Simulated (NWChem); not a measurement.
## Run report: CH$_{3}$ClZn, single-point calculation

- system: CH$_{3}$ClZn
- method: PBE0/jorge-DZP-DKH, RKS, ZORA (NWChem 7.3.0)

The geometry comes from this level: GFN2-xTB.

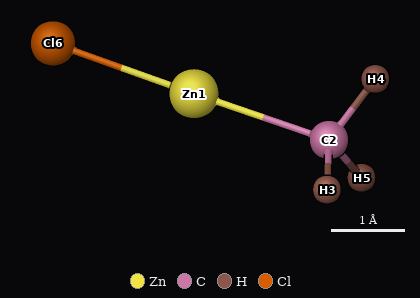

The structure (ball-and-stick view, seen at a tilt; atoms are numbered from 1 in the order of the input). Sticks mark near contacts.

Input file
```python
from ase import Atoms
from ase.calculators.nwchem import NWChem

system = Atoms(['Zn', 'C', 'H', 'H', 'H', 'Cl'], positions=[
    [-0.011320, 0.018400, -1.177720],
    [0.003790, -0.000740, 0.832890],
    [-0.440720, 0.904000, 1.226720],
    [1.017410, -0.070840, 1.204440],
    [-0.557720, -0.846560, 1.208130],
    [-0.011430, -0.004260, -3.294460],
])

calc = NWChem(
    label='job',
    theory='dft',
    memory='2200 mb',
    basis='jorge-DZP-DKH',
    basispar='spherical bse',
    relativistic={'zora': 'on'},
    dft={'xc': 'pbe0', 'mult': '1', 'grid': 'lebedev 75 11', 'convergence': 'energy 1e-07 lshift 0.3 diis 20', 'iterations': '150'},
    task='energy',
)
system.calc = calc

print("Total energy (eV):", round(system.get_potential_energy(), 6))
print("dipole (e A):", system.get_dipole_moment().round(4))
```

File job.nwi
```
title "job"

permanent_dir job

scratch_dir job

start job

geometry units angstrom nocenter noautosym noautoz
  Zn -1.1320000000000000e-02 1.8400000000000000e-02 -1.1777200000000001e+00
  C  3.7900000000000000e-03 -7.3999999999999999e-04 8.3289000000000002e-01
  H  -4.4072000000000000e-01 9.0400000000000003e-01 1.2267200000000000e+00
  H  1.0174099999999999e+00 -7.0840000000000000e-02 1.2044400000000000e+00
  H  -5.5771999999999999e-01 -8.4655999999999998e-01 1.2081299999999999e+00
  Cl -1.1429999999999999e-02 -4.2599999999999999e-03 -3.2944599999999999e+00
end

memory 2200 mb

basis spherical bse noprint
   * library jorge-DZP-DKH
end

relativistic
  zora on
end
dft
  xc pbe0
  mult 1
  grid lebedev 75 11
  convergence energy 1e-07 lshift 0.3 diis 20
  iterations 150
end

task dft energy
```

Command:
```bash
export ASE_NWCHEM_COMMAND="nwchem PREFIX.nwi > PREFIX.nwo"
python run.py
```

Log
```
Total energy (eV): -62705.344295
dipole (e A): [-0.0021  0.0113  0.5464]
```

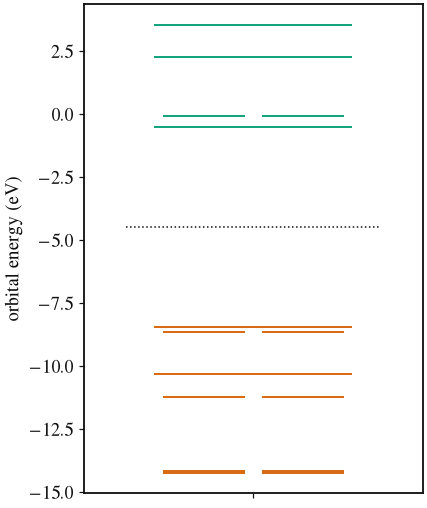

Orbital energies near the frontier; the dotted line parts filled from empty levels, and levels within 0.02 eV of each other stand side by side. Highest filled −8.43 eV, lowest empty −0.52 eV, 7.91 eV apart.

Key numbers

- outcome: converged
- total energy: −2304.378918 hartree
- basis functions: 97
- HOMO: −8.43 eV
- LUMO: −0.52 eV
- dipole moment: 2.63 D
- hardware: 1 thread of AMD EPYC (Zen 5), 16 GiB of memory available, shared host
- wall time: 11 s
- peak memory: 0.12 GiB

Notes

Settings chosen away from the usual ones: diis set to 20; level_shift set to 0.3; grid set to lebedev 75 11 (from coarse). Further notes kept with the run: grid integrates the density poorly.
